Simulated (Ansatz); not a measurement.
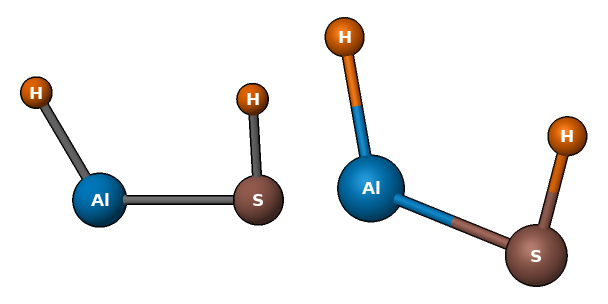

Both panels show the same species.

The species is neutral and a spin doublet.

**Which formula does it have?**

AlH2S, 4 atoms: 1 aluminium, 2 hydrogen and 1 sulfur.

**Count the bonded pairs by element.**

1 Al–S, 1 Al–H, 1 S–H. Sticks follow a distance rule.

**Give the symmetry (Schoenflies symbol).**

Cs.

**How many sets of symmetry-equivalent atoms are there?**

4: 1 Al, 1 S, 1 H, 1 H.

More results for the same structure follow; atom numbers are the same in all pictures, views and colours differ. The computed structure is the end point of a PBE0-D4/def2-TZVP optimisation. No frequency run is at hand to confirm it as a minimum.

## Electronic properties

No frequency run is at hand to confirm it as a minimum. Method: UKS PBE0-D4/def2-TZVPP (Ansatz 0.2.0).

What does the calculation give?

- HOMO energy (Kohn–Sham orbital): −5.92 eV
- ⟨S²⟩ of the determinant: 0.753

## Dipole moment

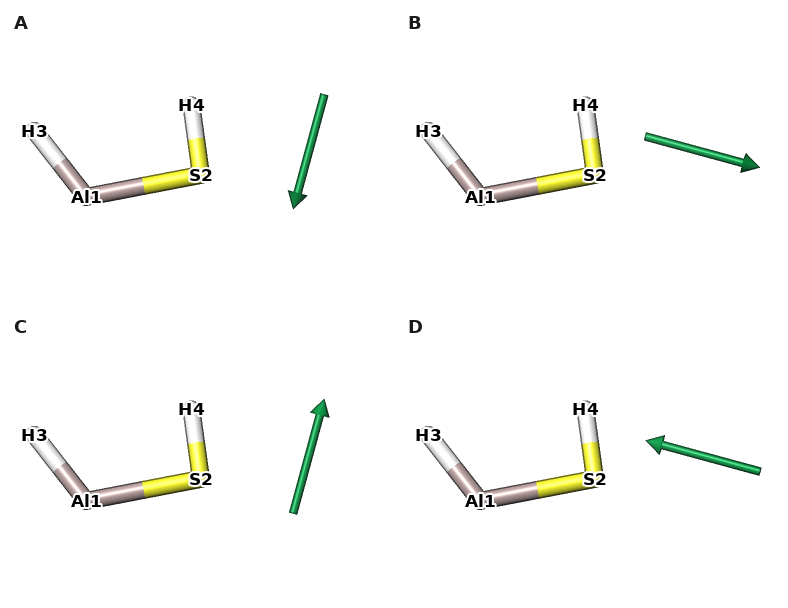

The same molecule four times, each with an arrow. No frequency run is at hand to confirm it as a minimum. Method: UKS PBE0-D4/def2-TZVP (Ansatz 0.2.0).

**Which arrow points along the dipole moment, from the negative to the positive end?**

D. The dipole moment is 0.90 D; it points from the side of S2 to the side of H3 (the outermost atoms at the two ends).

## Charges

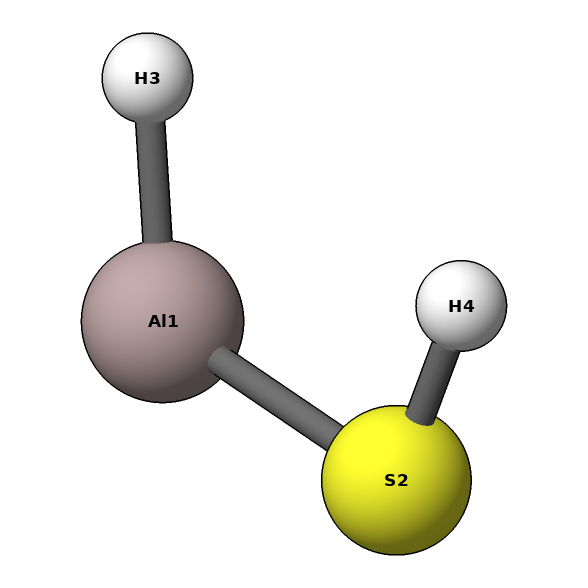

The questions are on Mulliken charges. No frequency run is at hand to confirm it as a minimum. Method: UKS PBE0-D4/def2-TZVP (Ansatz 0.2.0).

Give the Mulliken charges atom by atom.

```json
{"atom": "Al1", "value (e)": "0.24"}
{"atom": "S2", "value (e)": "−0.34"}
{"atom": "H3", "value (e)": "−0.08"}
{"atom": "H4", "value (e)": "0.18"}
```

Mulliken values depend strongly on the basis set and can even reverse the polarity of a bond.
